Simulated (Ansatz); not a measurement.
Structure data:

```yaml
crystal:
  lattice:
    - [4.98242, 6.12977, 0.00000]
    - [4.98242, -6.12977, 0.00000]
    - [-4.98242, 0.00000, -11.77609]
  atoms:
    - { symbol: S, position: [0.25848, 0.92249, 0.64195] }
    - { symbol: S, position: [0.28054, 0.61654, 0.35805] }
    - { symbol: S, position: [0.07751, 0.74152, 0.35805] }
    - { symbol: S, position: [0.38346, 0.71946, 0.64195] }
    - { symbol: S, position: [0.99152, 0.82751, 0.85805] }
    - { symbol: S, position: [0.96946, 0.13346, 0.14195] }
    - { symbol: S, position: [0.17249, 0.00848, 0.14195] }
    - { symbol: S, position: [0.86654, 0.03054, 0.85805] }
    - { symbol: S, position: [0.41062, 0.68598, 0.24766] }
    - { symbol: S, position: [0.43832, 0.16296, 0.75234] }
    - { symbol: S, position: [0.31402, 0.58938, 0.75234] }
    - { symbol: S, position: [0.83704, 0.56168, 0.24766] }
    - { symbol: S, position: [0.83938, 0.06402, 0.25234] }
    - { symbol: S, position: [0.81168, 0.58704, 0.74766] }
    - { symbol: S, position: [0.93598, 0.16062, 0.74766] }
    - { symbol: S, position: [0.41296, 0.18832, 0.25234] }
    - { symbol: S, position: [0.30586, 0.47803, 0.09661] }
    - { symbol: S, position: [0.38142, 0.20926, 0.90339] }
    - { symbol: S, position: [0.52197, 0.69414, 0.90339] }
    - { symbol: S, position: [0.79074, 0.61858, 0.09661] }
    - { symbol: S, position: [0.94414, 0.27197, 0.40339] }
    - { symbol: S, position: [0.86858, 0.54074, 0.59661] }
    - { symbol: S, position: [0.72803, 0.05586, 0.59661] }
    - { symbol: S, position: [0.45926, 0.13142, 0.40339] }
    - { symbol: S, position: [0.12134, 0.54883, 0.98419] }
    - { symbol: S, position: [0.56464, 0.13715, 0.01581] }
    - { symbol: S, position: [0.45117, 0.87866, 0.01581] }
    - { symbol: S, position: [0.86285, 0.43536, 0.98419] }
    - { symbol: S, position: [0.12866, 0.20117, 0.51581] }
    - { symbol: S, position: [0.68536, 0.61285, 0.48419] }
    - { symbol: S, position: [0.79883, 0.87134, 0.48419] }
    - { symbol: S, position: [0.38715, 0.31464, 0.51581] }
```

Q: Describe the structure that this file defines.

A: The element is sulfur. The space group is Fddd (No. 70); the lattice is face-centred orthorhombic. The cell holds 32 atoms. The S atoms are each bonded to two S in a bent arrangement at 2.05 to 2.06 Å. The bonds build separate S8 groups.

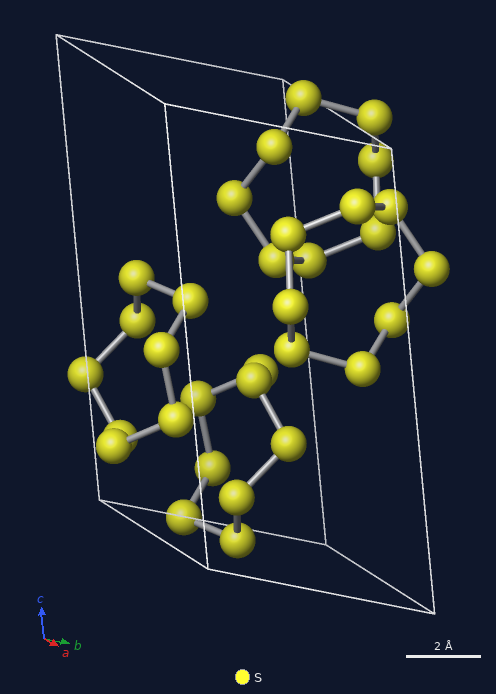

View slightly off an axis, drawn as a ball-and-stick model. One unit cell is outlined, and atoms on its boundary appear in each equivalent place. Finite groups of bonded atoms are drawn whole.

The structure was taken from a structure type known for this element. Earlier steps of the study may have refined or changed the cell and positions. It was set up as input for a calculation with Ansatz.
